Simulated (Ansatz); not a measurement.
## Electronic structure of Cl3H3HfOSi in real space

Input file:

```
crystal:
  periodic: [false, false, false]
  atoms:
    - {symbol: Si, position_ang: [-1.191686, -0.662898, -1.246859]}
    - {symbol: O, position_ang: [-0.127291, -0.068764, -0.133743]}
    - {symbol: Hf, position_ang: [1.097709, 0.611098, 1.148427]}
    - {symbol: Cl, position_ang: [2.169514, -1.192229, 2.172752]}
    - {symbol: Cl, position_ang: [2.647551, 1.963280, 0.044070]}
    - {symbol: Cl, position_ang: [-0.096151, 1.854414, 2.722870]}
    - {symbol: H, position_ang: [-2.571646, -0.470070, -0.739105]}
    - {symbol: H, position_ang: [-0.918342, -2.106780, -1.446344]}
    - {symbol: H, position_ang: [-1.009669, 0.071948, -2.522067]}
basis:
  gaussian: {orbitals: def2-TZVPP}
hamiltonian: {xc: pbe0, dispersion: d4}
output: {orbitals: {seedname: orbitals}}
```

Run with:

```sh
ansatz run in.yaml --threads 2 --pin off --events-out ev --progress --plain --max-ram 32768MiB --backend cuda --devices 0, --max-vram 18GiB
```

Geometry: PBE0-D4/def2-TZVP; core potentials replace the inner electrons of Hf.

Method: RKS PBE0-D4/def2-TZVPP in Ansatz.

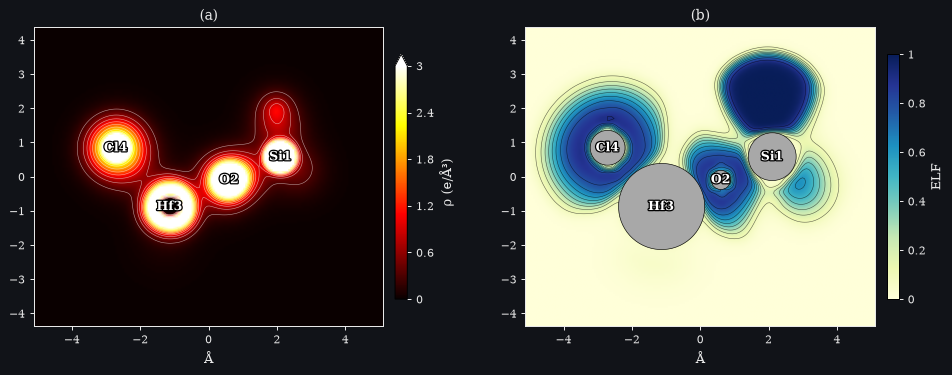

Figure 1. (a) electron density; (b) ELF on the plane of atoms O2, Hf3 and Cl4. Grey discs cover the atomic cores in the ELF map.

Describe what can be read from this map.

Atoms in the plane: Si, O, Hf and Cl.
Si–O (1.65 Å): ρ at the midpoint is about 1.1 e/Å³; the ELF peaks at about 0.85 between the atoms: a shared but strongly polarised pair.
Hf–O (1.90 Å): ρ at the midpoint is about 0.98 e/Å³; the ELF peaks at about 0.85 in the valence shell of O, 0.5 Å from its nucleus, and drops to about 0.25 between the two atoms.
Hf–Cl (2.33 Å): the density is about 0.62 e/Å³ at the midpoint; the ELF peaks at about 0.85 in the valence shell of Cl, 0.8 Å from its nucleus, and is about 0.35 at the midpoint.

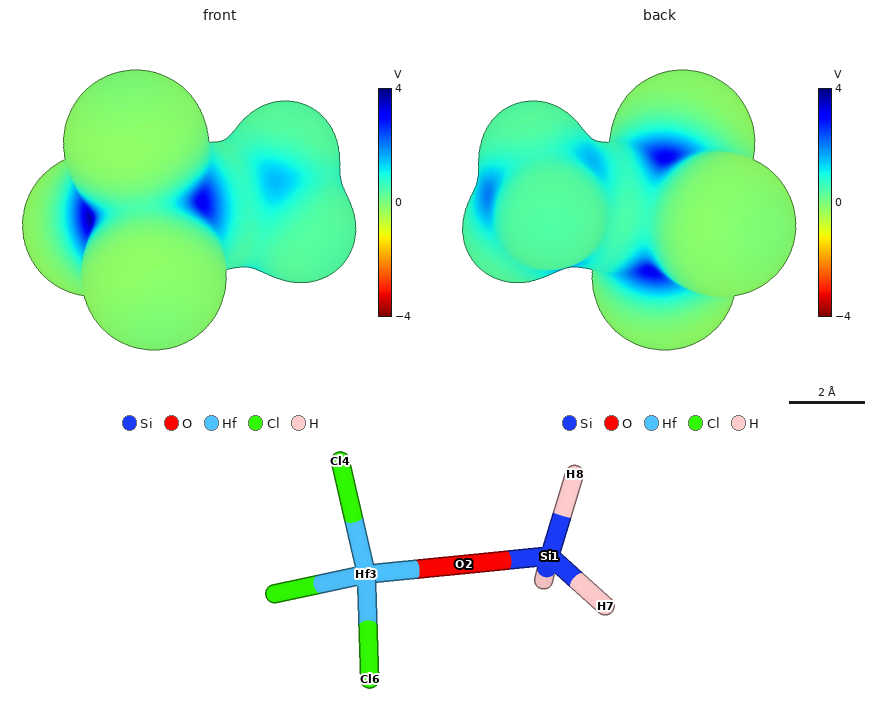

Figure 2. The electrostatic potential painted on the density surface at 0.002 e/bohr³, seen from the front and from behind; red is negative and blue positive. The bare structure is drawn below in the same view.

Describe the electrostatic potential map.

The most negative region (about −0.2 V) lies over Cl4, Cl5 and Cl6, the most positive (about +3.1 V) over Hf3.

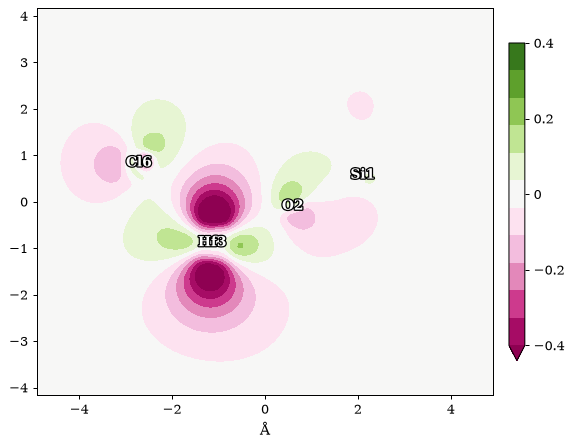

Figure 3. The LUMO on the plane of atoms O2, Hf3 and Cl6 (values in Å⁻³ᐟ²; the overall sign is arbitrary).

Describe this orbital and give its energy.

It lies mainly on Hf3 (about 65 %), Cl4 (about 10 %), Cl6 (about 10 %) and Cl5 (about 10 %). It is one of a degenerate set, so its orientation is arbitrary. Its energy is −1.53 eV.

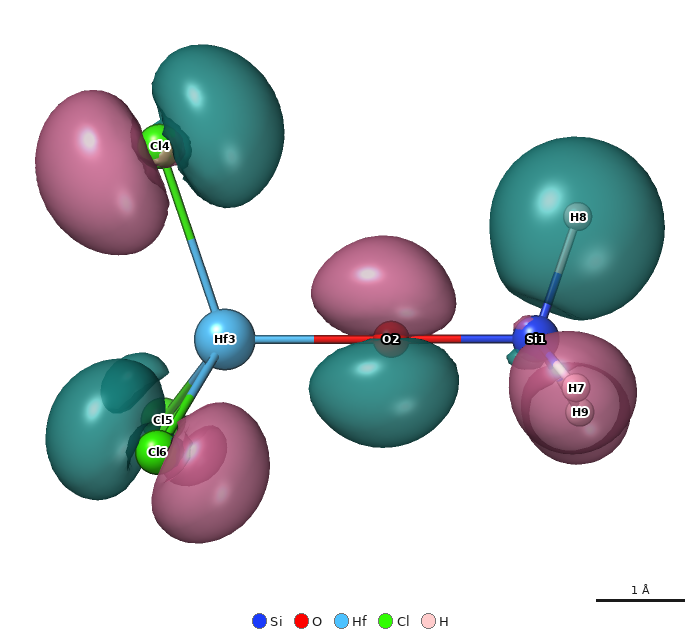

Figure 4. The HOMO at ±0.1 Å⁻³ᐟ² (teal and pink are the two phases), seen across its widest extent.

Where does this orbital lie, and at what energy?

Its weight (Hirshfeld) is mainly on Cl4 (about 25 %), O2 (about 20 %), Si1 (about 15 %), H8 (about 15 %) and Cl6 (about 15 %). It is one of a degenerate set, so its orientation is arbitrary. Its energy is −9.39 eV.
